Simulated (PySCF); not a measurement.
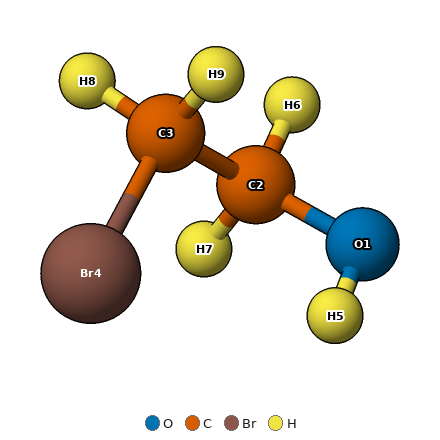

C₂H₅BrO (2-bromoethanol), SMILES OCCBr. Vertical core-electron binding energies by ΔSCF (SCAN, pcX-2 on the ionised atom, pcseg-1 elsewhere, spin-free X2C; PySCF, at a GFN2-xTB geometry (no frequency check)), gas phase, against the vacuum level. One atom of each kind was ionised; within a panel, areas follow the number of like atoms, each panel is scaled alone, Gaussians of 1.0 eV full width. Only the regions named are shown. Lines closer than the width merge in the curve.

### Predict the C 1s and O 1s photoelectron lines.

```csv
level,atoms,binding energy (eV)
C 1s,C2,292.7
C 1s,C3,292.1
O 1s,O1,538.9
```

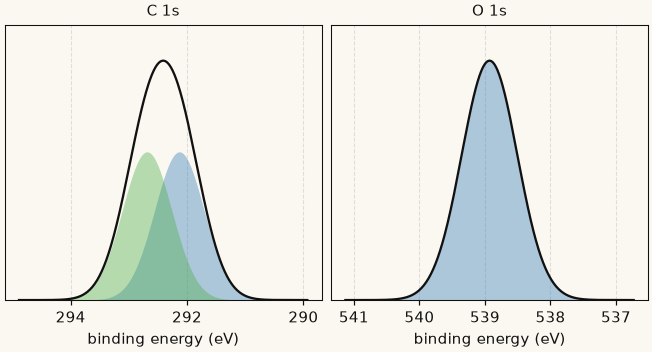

Caveats: one conformer of a flexible molecule; the tight-binding geometry is rougher than a DFT one and adds to the error.
